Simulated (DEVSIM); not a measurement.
System: illuminated Si n-on-p cell, one wavelength, with a back-surface field, at 300 K.

| layer (left to right) | material | thickness (μm) | Nd (cm⁻³) | Na (cm⁻³) | τn (s) | τp (s) | absorption coefficient (cm⁻¹) |
|---|---|---|---|---|---|---|---|
| 1 | Si | 0.500 | 8.6e18 | - | 2.5e-9 | 1.1e-8 | 11000 |
| 2 | Si | 120 | - | 4.2e15 | 1.9e-7 | 1.9e-7 | 11000 |
| 3 | Si | 0.100 | - | 4e18 | 1.9e-7 | 1.9e-7 | 11000 |

Left contact: ohmic, minority hole recombination velocity 60 cm/s. Right contact: ohmic, minority electron recombination velocity 10000 cm/s. Voltage is applied to the left contact. Recombination: SRH at mid-gap, radiative, Auger. Light enters at the left, 1.7e17 photons cm⁻² s⁻¹, one pass, no reflection. Mobility is μmin + (μ − μmin)/(1 + (N/Nref)^α).

The device is made up for the run: typed textbook-type constants, with dimensions and the other settings drawn at random. Values at 300 K.

```tsv
parameter	Si
gap (eV)	1.124
affinity (eV)	4.05
permittivity	11.7
Nc (cm⁻³)	2.86e19
Nv (cm⁻³)	3.1e19
μn (cm²/Vs)	1417
μp (cm²/Vs)	470
μn,min	52
μp,min	45
Nref,n	9.7e16
Nref,p	2.2e17
αn	0.68
αp	0.72
B (cm³/s)	4.7e-15
Cn (cm⁶/s)	2.8e-31
Cp (cm⁶/s)	9.9e-32
```

Simulated with DEVSIM: 1D drift-diffusion, Boltzmann statistics, complete ionisation; no tunnelling, impact ionisation, image-force lowering or self-heating.

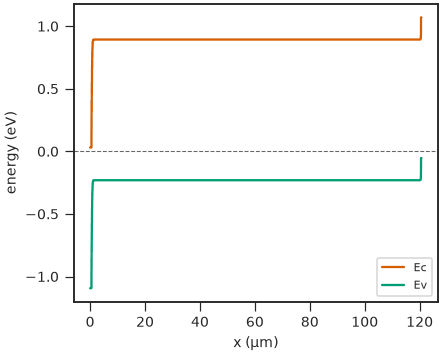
Figure: Band edges at zero bias, in the dark

Energies count from the Fermi level of the right contact; mesh points crowd at the junctions.

```tsv
x (μm)	Ec (eV)	Ev (eV)	n (cm⁻³)	p (cm⁻³)	field (V/cm)
0.000	0.031	-1.093	8.6e18	< 1e2	≈ 0
0.04027	0.031	-1.093	8.6e18	< 1e2	≈ 0
0.1477	0.031	-1.093	8.6e18	< 1e2	≈ 0
0.3488	0.031	-1.093	8.6e18	< 1e2	≈ 0
0.4758	0.031	-1.093	8.6e18	< 1e2	≈ 0
0.5079	0.126	-0.998	2.2e17	530	52000
0.5646	0.306	-0.818	2.1e14	550000	27000
0.8308	0.795	-0.329	1300000	9.2e13	9800
1.460	0.894	-0.230	28000	4.2e15	≈ 0
3.319	0.894	-0.230	28000	4.2e15	≈ 0
8.362	0.894	-0.230	28000	4.2e15	≈ 0
32.05	0.894	-0.230	28000	4.2e15	≈ 0
78.95	0.894	-0.230	28000	4.2e15	≈ 0
105.5	0.894	-0.230	28000	4.2e15	≈ 0
116.8	0.894	-0.230	28000	4.2e15	≈ 0
119.2	0.894	-0.230	28000	4.2e15	≈ 0
120.1	0.894	-0.230	28000	4.2e15	≈ 0
120.4	0.900	-0.224	22000	5.4e15	1100
120.5	0.968	-0.156	1600	7.3e16	21000
120.5	1.071	-0.053	< 1e2	4.0e18	340
120.5	1.071	-0.053	< 1e2	4.0e18	≈ 0
120.6	1.071	-0.053	< 1e2	4.0e18	≈ 0
```
